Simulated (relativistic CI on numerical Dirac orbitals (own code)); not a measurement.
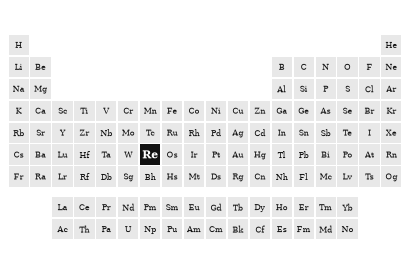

The place of rhenium in the periodic table.

Relativistic CI calculation for Re⁺

- system: Re⁺.
- method: Dirac-Coulomb-Breit CI, KLI orbitals optimised for each configuration, model QED (radiative potential, 1s self-energy scaled to tabulated hydrogen-like ionisation energies), numerical settings as typed (relativistic CI on numerical Dirac orbitals, in-house)

### The input
```
atom Re  Z=75  charge=1  electrons=74
nucleus A=187  rms_radius_fm=5.3698
hamiltonian dirac-coulomb  breit=on  qed=on  c_scale=1
orbitals kli  potential=per-configuration
slater_scale 1
correlation none
mixing on
grid step=0.6 r_max=129.7
scf mixing=0.4 start=green max_iterations=83 tolerance=2e-08 node_fill=0.05
configurations
  [Xe] 4f14 5d5 6s
end
```

The run was one of a batch that the task file lists, launched with:
```bash
python <driver script> task.json out
```

The program writes its results to a structured record and prints no log; tables and figures of this report are taken from that record.

### Outcome

| quantity | value |
| --- | --- |
| outcome | refused by the program |
| hardware | 1 CPU thread, shared host |

### Diagnosis

The input is odd on purpose: grid. The program refused the input; the driver noted: the grid has 32 points, outside 40 to 4096.
